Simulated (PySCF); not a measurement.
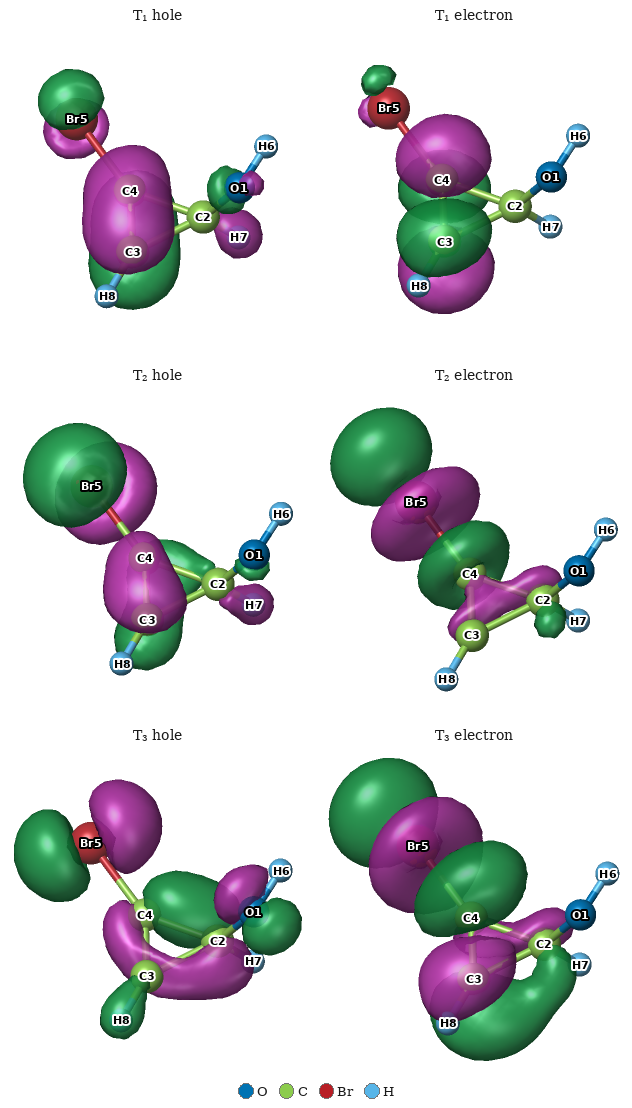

*C₃H₃BrO, SMILES `OC1C=C1Br`. Leading natural transition orbitals (TDA triplet states).*

Method: CAM-B3LYP/def2-SVPD; geometry: GFN2-xTB; program: PySCF. No frequency check shows the geometry to be a minimum. GFN2-xTB bond lengths at metals and heavier atoms can be off by up to 0.1 Å and shapes distorted, which carries into these values.

Input

```python
import numpy as np
from pyscf import gto, scf, dft, tdscf
from pyscf.scf import atom_ks, atom_hf
from scipy.linalg import block_diag

def solve(mol, dm0=None, hcore=None):
    mf = (dft.UKS if mol.spin else dft.RKS)(mol, xc='camb3lyp')
    mf.grids.level = 3
    mf = mf.density_fit(auxbasis='def2-universal-jkfit')
    mf.conv_tol, mf.max_cycle = 1e-8, 80
    if hcore is not None:
        mf.get_hcore = lambda *args: hcore
    mf.kernel(dm0)
    if not mf.converged:
        mf = mf.newton().run(mf.mo_coeff, mf.mo_occ, max_cycle=30)
    assert mf.converged, 'SCF not converged'
    return mf

mol = gto.M(atom='''
O      2.54155     0.84228     0.32436
C      1.80305    -0.03688    -0.46335
C      1.31984    -1.31043     0.17068
C      0.40886    -0.40741    -0.07172
Br    -1.35984     0.12295     0.01362
H      2.37359     1.75220     0.05184
H      2.08781    -0.01894    -1.51557
H      1.61018    -2.24653     0.57852
''', basis='def2-svpd', charge=0, spin=0, verbose=4)
mf = solve(mol)
td = mf.TDA()
td.nstates, td.singlet, td.conv_tol = 6, False, 1e-5
td.kernel()
td.analyze()
x, y = np.array([p[0] for p in td.xy]), np.array([p[1] + 0 * p[0] for p in td.xy])
f, mu = np.zeros(len(td.e)), np.zeros((len(td.e), 3))
nto = [td.get_nto(state=i + 1, verbose=4) for i in range(len(td.e))]
# spherically averaged free atoms, for the promolecule
atm = atom_ks.get_atm_nrks(mol, xc='camb3lyp')
pro = block_diag(*[(atm[a[0]][2] * atm[a[0]][3]) @ atm[a[0]][2].T for a in mol._atom])
np.savez('result.npz', e=td.e, f=f, ok=td.converged, w=[n[0] for n in nto], nto=[n[1] for n in nto], x=x, y=y, c=mf.mo_coeff, occ=mf.mo_occ, eps=mf.mo_energy, pro=pro, mu=mu)
```

Launched as:

```sh
OMP_NUM_THREADS=1 python input.py
```

The run took 5.4 min on 1 thread of Intel(R) Xeon(R) Processor @ 2.70GHz, on a shared host, peak memory 0.78 GiB.

> Describe these excited states.

By state:
- T₁: 4.37 eV (284 nm), spin-forbidden from the singlet ground state; the leading pair carries 99 %; hole on C3 (38 %), C4 (30 %) and Br5 (14 %), electron on C3 (38 %), C4 (36 %) and Br5 (12 %); their centroids lie 0.1 Å apart.
- T₂: 5.44 eV (228 nm), spin-forbidden from the singlet ground state; the leading pair carries 99 %; hole on Br5 (55 %), C3 (19 %) and C4 (13 %), electron on Br5 (61 %), C4 (26 %) and C2 (6 %); their centroids lie 0.7 Å apart; T₃ lies within 0.1 eV of it.
- T₃: 5.54 eV (224 nm), spin-forbidden from the singlet ground state; the leading pair carries 90 %; hole on Br5 (40 %), C2 (17 %) and C4 (16 %), electron on Br5 (36 %), C4 (30 %) and C3 (21 %); their centroids lie 0.5 Å apart; T₂ lies within 0.1 eV of it.
